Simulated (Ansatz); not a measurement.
## Geometry relaxation, with input and output: Si₂NH₅OF₂ (part 3 of 3)

Continued. System: Si₂NH₅OF₂. Method: RKS PBE-D4/STO-3G (Ansatz 0.2.0). It belongs to a series of runs on one base structure; here: start relaxed.

Geometry of the input (Å):
```
Si 0.0000  0.0000  0.0000
O  0.0000  0.0000  1.6800
Si -1.3147  -0.4067  2.6436
H  -2.2390  -1.2403  1.8804
H  -0.8506  -1.1432  3.8157
H  -1.9987  0.8095  3.0733
N  1.7163  0.0000  -0.6061
H  2.2145  -0.9180  -0.7868
H  2.2175  0.9180  -0.7783
F  -0.7489  1.2974  -0.5295
F  -0.7489  -1.2974  -0.5295
```

Trajectory as extended XYZ, continued:
```
11
Properties=species:S:1:pos:R:3:forces:R:3 step=26 energy=-24482.03027 accepted=F
Si    0.0015   -0.0526   -0.0495   -0.1879  -0.0410   0.0830
O     0.1926   -0.3079    1.6270   -0.0207  -0.0140   0.0264
Si   -1.2390   -0.3799    2.5767    0.0056   0.0112  -0.0156
H    -2.1875   -1.3846    2.0942   -0.0006  -0.0020   0.0018
H    -0.8091   -0.7401    3.9201    0.0019  -0.0050   0.0099
H    -1.9413    0.9022    2.6340   -0.0018   0.0033  -0.0013
N     1.6057    0.2300   -0.7640    0.8808  -0.5764  -0.1053
H     2.0191   -0.7254   -1.0798   -0.3560   0.9278   0.3977
H     2.2825    0.5492    0.0103   -0.3892  -0.3043  -0.4243
F    -0.9611    1.2578   -0.2992    0.0324  -0.0592  -0.0006
F    -0.7159   -1.3295   -0.8070    0.0354   0.0596   0.0283
11
Properties=species:S:1:pos:R:3:forces:R:3 step=27 energy=-24482.04476 accepted=F
Si    0.0052   -0.0517   -0.0485    0.0660   0.0329  -0.0871
O     0.1938   -0.3276    1.6263    0.0035  -0.0005  -0.0020
Si   -1.2388   -0.3901    2.5749   -0.0008   0.0054  -0.0057
H    -2.1948   -1.3873    2.0915    0.0017   0.0021  -0.0003
H    -0.8128   -0.7554    3.9186    0.0025  -0.0014   0.0010
H    -1.9313    0.8975    2.6335   -0.0002   0.0004  -0.0024
N     1.6146    0.1992   -0.7939   -0.5070   0.1185  -0.0861
H     2.0309   -0.7554   -0.9870    0.2115  -0.0174   0.1066
H     2.2447    0.6236   -0.0574    0.2293  -0.1292   0.0555
F    -0.9275    1.2792   -0.2918   -0.0070  -0.0031   0.0131
F    -0.7364   -1.3126   -0.8034    0.0006  -0.0077   0.0074
11
Properties=species:S:1:pos:R:3:forces:R:3 step=28 energy=-24482.04986
Si    0.0011   -0.0461   -0.0515   -0.0125  -0.0007  -0.0076
O     0.1933   -0.3341    1.6207    0.0008   0.0005   0.0041
Si   -1.2372   -0.3957    2.5724   -0.0012  -0.0008  -0.0033
H    -2.1881   -1.4022    2.0981   -0.0002   0.0007  -0.0010
H    -0.8071   -0.7490    3.9180    0.0008   0.0017   0.0007
H    -1.9374    0.8881    2.6207    0.0011   0.0011   0.0012
N     1.6064    0.1906   -0.8052   -0.0051   0.0101  -0.0037
H     2.0466   -0.7676   -0.9413    0.0073   0.0262   0.0153
H     2.2448    0.6350   -0.0805    0.0018  -0.0342  -0.0121
F    -0.9166    1.2973   -0.2836    0.0027  -0.0075   0.0022
F    -0.7584   -1.2970   -0.8051    0.0045   0.0029   0.0042
11
Properties=species:S:1:pos:R:3:forces:R:3 step=29 energy=-24482.04894 accepted=F
Si    0.0033   -0.0526   -0.0492   -0.0299   0.0107  -0.0211
O     0.1935   -0.3206    1.6265    0.0076  -0.0031  -0.0073
Si   -1.2388   -0.3847    2.5752   -0.0004   0.0140   0.0023
H    -2.1928   -1.3840    2.0921    0.0002   0.0021   0.0023
H    -0.8114   -0.7468    3.9192    0.0014  -0.0077   0.0006
H    -1.9329    0.9021    2.6341   -0.0024  -0.0018  -0.0070
N     1.6113    0.2204   -0.7858    0.0882  -0.1140   0.0166
H     2.0235   -0.7355   -1.0305   -0.0347   0.2761   0.1369
H     2.2617    0.5785   -0.0198   -0.0517  -0.1618  -0.1428
F    -0.9479    1.2660   -0.2935    0.0127  -0.0355   0.0055
F    -0.7222   -1.3235   -0.8055    0.0090   0.0210   0.0141
11
Properties=species:S:1:pos:R:3:forces:R:3 step=30 energy=-24482.04986
Si    0.0011   -0.0497   -0.0507    0.0154   0.0075   0.0177
O     0.1939   -0.3294    1.6233    0.0120  -0.0053  -0.0253
Si   -1.2392   -0.3935    2.5704    0.0228   0.0618   0.0462
H    -2.1914   -1.3959    2.0895    0.0009   0.0042   0.0163
H    -0.8086   -0.7391    3.9180   -0.0086  -0.0462  -0.0093
H    -1.9306    0.8947    2.6298   -0.0214  -0.0097  -0.0326
N     1.6072    0.2099   -0.7999    0.0418  -0.0326   0.0137
H     2.0377   -0.7459   -0.9807   -0.0364  -0.0048  -0.0274
H     2.2528    0.5979   -0.0498   -0.0078   0.0376   0.0207
F    -0.9335    1.2812   -0.2847   -0.0102  -0.0034  -0.0066
F    -0.7420   -1.3110   -0.8023   -0.0084  -0.0089  -0.0134
11
Properties=species:S:1:pos:R:3:forces:R:3 step=31 energy=-24482.05117
Si    0.0021   -0.0535   -0.0498    0.0000   0.0119   0.0128
O     0.1950   -0.3249    1.6255    0.0138   0.0007  -0.0198
Si   -1.2378   -0.3843    2.5736   -0.0024   0.0096   0.0123
H    -2.1933   -1.3827    2.0912    0.0012   0.0029   0.0050
H    -0.8106   -0.7452    3.9183   -0.0042  -0.0059  -0.0036
H    -1.9299    0.9037    2.6295   -0.0011  -0.0031  -0.0044
N     1.6095    0.2256   -0.7896    0.0872  -0.0517   0.0484
H     2.0254   -0.7271   -1.0240   -0.0384   0.0799   0.0160
H     2.2607    0.5686   -0.0194   -0.0473  -0.0301  -0.0553
F    -0.9505    1.2640   -0.2888   -0.0044  -0.0167  -0.0051
F    -0.7230   -1.3248   -0.8037   -0.0044   0.0024  -0.0062
11
Properties=species:S:1:pos:R:3:forces:R:3 step=32 energy=-24482.05149
Si    0.0036   -0.0581   -0.0485   -0.0022   0.0175  -0.0048
O     0.1954   -0.3228    1.6278    0.0155   0.0038  -0.0207
Si   -1.2380   -0.3771    2.5757   -0.0084  -0.0007   0.0054
H    -2.1976   -1.3707    2.0917    0.0008   0.0028   0.0010
H    -0.8137   -0.7443    3.9195    0.0000   0.0017  -0.0024
H    -1.9254    0.9134    2.6330    0.0031  -0.0011  -0.0008
N     1.6132    0.2434   -0.7775    0.0727  -0.0831   0.0633
H     2.0112   -0.7023   -1.0727   -0.0257   0.1632   0.0773
H     2.2680    0.5332    0.0131   -0.0521  -0.0861  -0.1159
F    -0.9689    1.2443   -0.2930    0.0010  -0.0299  -0.0024
F    -0.7003   -1.3397   -0.8064   -0.0047   0.0119   0.0000
11
Properties=species:S:1:pos:R:3:forces:R:3 step=33 energy=-24482.05234
Si    0.0032   -0.0592   -0.0487   -0.0028   0.0103   0.0021
O     0.1952   -0.3258    1.6272    0.0137   0.0073  -0.0148
Si   -1.2376   -0.3750    2.5764   -0.0103  -0.0103  -0.0040
H    -2.1989   -1.3683    2.0953   -0.0007   0.0010  -0.0019
H    -0.8135   -0.7420    3.9203    0.0016   0.0088   0.0003
H    -1.9240    0.9161    2.6298    0.0064   0.0016   0.0053
N     1.6131    0.2496   -0.7733    0.0828  -0.0671   0.0613
H     2.0087   -0.6910   -1.0831   -0.0320   0.1028   0.0337
H     2.2710    0.5185    0.0211   -0.0520  -0.0389  -0.0769
F    -0.9750    1.2386   -0.2927    0.0000  -0.0261  -0.0032
F    -0.6947   -1.3423   -0.8095   -0.0066   0.0106  -0.0019
11
Properties=species:S:1:pos:R:3:forces:R:3 step=34 energy=-24482.05332
Si   -0.0003   -0.0751   -0.0492    0.1556   0.0099  -0.0928
O     0.1953   -0.3319    1.6244    0.0063   0.0041   0.0400
Si   -1.2356   -0.3648    2.5765   -0.0134   0.0007   0.0204
H    -2.2101   -1.3454    2.0959    0.0001   0.0002   0.0049
H    -0.8110   -0.7346    3.9193   -0.0038  -0.0046   0.0015
H    -1.9043    0.9351    2.6343    0.0016   0.0016  -0.0017
N     1.6204    0.2749   -0.7384   -0.1493   0.0156   0.0117
H     2.0102   -0.6210   -1.1545   -0.0313  -0.0439  -0.0166
H     2.2803    0.4519    0.0744    0.0050  -0.0012   0.0470
F    -1.0106    1.1929   -0.3072   -0.0107   0.0423   0.0038
F    -0.6868   -1.3627   -0.8128    0.0400  -0.0248  -0.0180
11
Properties=species:S:1:pos:R:3:forces:R:3 step=35 energy=-24482.03251 accepted=F
Si    0.0302   -0.0827   -0.0530   -0.9661   0.1229   0.4077
O     0.2128   -0.3140    1.6394    0.1025  -0.0340  -0.2840
Si   -1.2320   -0.3542    2.5700    0.0263   0.0518  -0.0020
H    -2.2026   -1.3302    2.0853   -0.0571  -0.0642  -0.0630
H    -0.8265   -0.7349    3.9130    0.0311  -0.0010   0.0606
H    -1.9013    0.9438    2.6294   -0.0104   0.0301   0.0037
N     1.6181    0.3034   -0.7416    0.0969   0.0395  -0.0850
H     1.9673   -0.5915   -1.1907    0.2014  -0.0906  -0.1154
H     2.2461    0.3916    0.1058    0.3923   0.0578   0.0916
F    -1.0168    1.1696   -0.2842    0.1018  -0.1254  -0.0293
F    -0.6478   -1.3816   -0.8107    0.0814   0.0131   0.0150
11
Properties=species:S:1:pos:R:3:forces:R:3 step=36 energy=-24482.05533
Si    0.0043   -0.0762   -0.0497   -0.0301   0.0160   0.0024
O     0.1971   -0.3276    1.6273    0.0052   0.0001  -0.0099
Si   -1.2358   -0.3606    2.5774    0.0023   0.0087   0.0072
H    -2.2108   -1.3401    2.0964   -0.0049  -0.0032  -0.0026
H    -0.8137   -0.7321    3.9203    0.0014  -0.0040   0.0044
H    -1.9023    0.9403    2.6355   -0.0031   0.0027  -0.0013
N     1.6204    0.2871   -0.7307   -0.0071  -0.0188   0.0223
H     1.9928   -0.6017   -1.1808   -0.0062   0.0219   0.0081
H     2.2807    0.4198    0.0925    0.0012  -0.0169  -0.0269
F    -1.0201    1.1820   -0.3086    0.0093   0.0045   0.0023
F    -0.6651   -1.3715   -0.8170    0.0321  -0.0109  -0.0060
11
Properties=species:S:1:pos:R:3:forces:R:3 step=37 energy=-24482.05648
Si   -0.0032   -0.0771   -0.0505    0.1217  -0.0046   0.0083
O     0.1960   -0.3164    1.6262   -0.0486  -0.0038   0.0277
Si   -1.2340   -0.3508    2.5814   -0.0038  -0.0046   0.0042
H    -2.2075   -1.3323    2.1005   -0.0034   0.0005   0.0042
H    -0.8112   -0.7221    3.9249    0.0029   0.0052  -0.0126
H    -1.9037    0.9487    2.6374    0.0009   0.0009   0.0036
N     1.6217    0.3062   -0.6958   -0.0078   0.0059  -0.0113
H     1.9647   -0.5373   -1.2438   -0.0014   0.0094  -0.0093
H     2.2880    0.3282    0.1318   -0.0049  -0.0025  -0.0057
F    -1.0407    1.1664   -0.3254   -0.0179  -0.0358  -0.0121
F    -0.6226   -1.3941   -0.8239   -0.0378   0.0294   0.0031
11
Properties=species:S:1:pos:R:3:forces:R:3 step=38 energy=-24482.05741
Si    0.0033   -0.0833   -0.0463    0.0529  -0.0051   0.0064
O     0.1942   -0.3192    1.6322   -0.0257  -0.0048   0.0040
Si   -1.2387   -0.3467    2.5832    0.0070  -0.0008  -0.0007
H    -2.2164   -1.3242    2.1026   -0.0011   0.0021   0.0006
H    -0.8169   -0.7195    3.9262   -0.0010   0.0014  -0.0030
H    -1.9022    0.9559    2.6403    0.0015  -0.0003  -0.0014
N     1.6255    0.3169   -0.6885    0.0940  -0.0908   0.0023
H     1.9600   -0.5069   -1.2777   -0.0392   0.1237   0.1029
H     2.2981    0.3008    0.1378   -0.0596  -0.0200  -0.1082
F    -1.0485    1.1473   -0.3255   -0.0083  -0.0205  -0.0091
F    -0.6109   -1.4020   -0.8215   -0.0206   0.0151   0.0062
11
Properties=species:S:1:pos:R:3:forces:R:3 step=39 energy=-24482.05802
Si    0.0082   -0.0866   -0.0435   -0.0155   0.0111   0.0033
O     0.1942   -0.3256    1.6353    0.0042  -0.0034  -0.0104
Si   -1.2406   -0.3470    2.5832    0.0015   0.0026  -0.0079
H    -2.2224   -1.3196    2.1011    0.0008   0.0001   0.0001
H    -0.8217   -0.7220    3.9263   -0.0016   0.0002   0.0026
H    -1.8985    0.9585    2.6397    0.0032   0.0005   0.0007
N     1.6260    0.3192   -0.6941    0.0440  -0.0506   0.0314
H     1.9628   -0.5070   -1.2742   -0.0195   0.0448   0.0189
H     2.3018    0.3105    0.1279   -0.0260   0.0027  -0.0401
F    -1.0487    1.1405   -0.3199    0.0034  -0.0069  -0.0026
F    -0.6137   -1.4015   -0.8190    0.0056  -0.0009   0.0040
11
Properties=species:S:1:pos:R:3:forces:R:3 step=40 energy=-24482.05882
Si    0.0082   -0.0928   -0.0424    0.0146   0.0119  -0.0002
O     0.1930   -0.3239    1.6367    0.0045  -0.0039  -0.0016
Si   -1.2411   -0.3418    2.5850   -0.0049  -0.0016  -0.0050
H    -2.2283   -1.3069    2.0988    0.0000   0.0014   0.0018
H    -0.8245   -0.7246    3.9266   -0.0003   0.0002   0.0010
H    -1.8911    0.9672    2.6471    0.0002   0.0031  -0.0003
N     1.6273    0.3274   -0.6771   -0.0089  -0.0166   0.0072
H     1.9557   -0.4662   -1.3029   -0.0034   0.0097  -0.0038
H     2.3070    0.2751    0.1379   -0.0032   0.0000  -0.0015
F    -1.0589    1.1221   -0.3322   -0.0027  -0.0029   0.0008
F    -0.5997   -1.4163   -0.8146    0.0043  -0.0013   0.0016
```

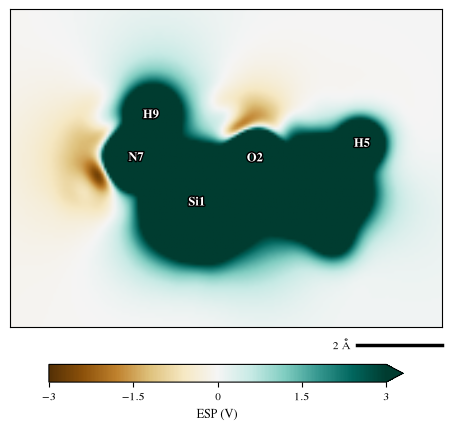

Figure 1. Electrostatic potential on the plane of atoms O2, Si1 and N7.

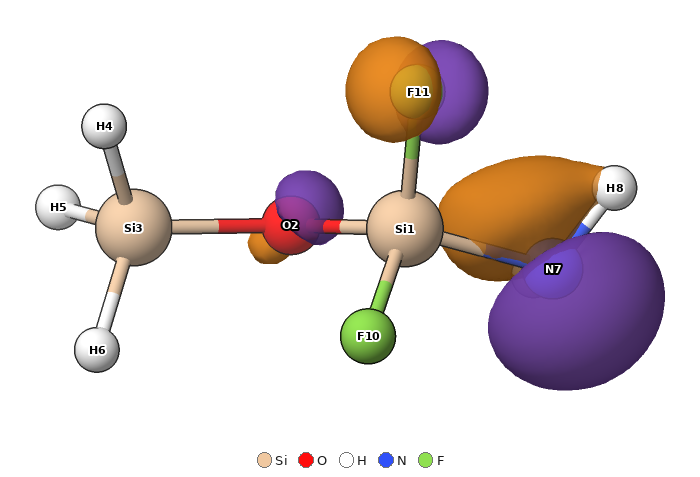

Figure 2. One frontier orbital at ±0.15 Å⁻³ᐟ² (orange and purple are the two phases), seen from the side. The HOMO, at −2.39 eV.

Summary:

| quantity | value |
| --- | --- |
| outcome | converged |
| total energy | −24482.0588 eV |
| mean-field energy | −24481.8055 eV |
| largest force (length of the vector) at the end | 0.020 eV/Å |
| hardware | 1 thread of Arm Neoverse V1, 24 GiB of memory available, shared host |
| wall time | 2.1 min |
| peak memory | 0.15 GiB |
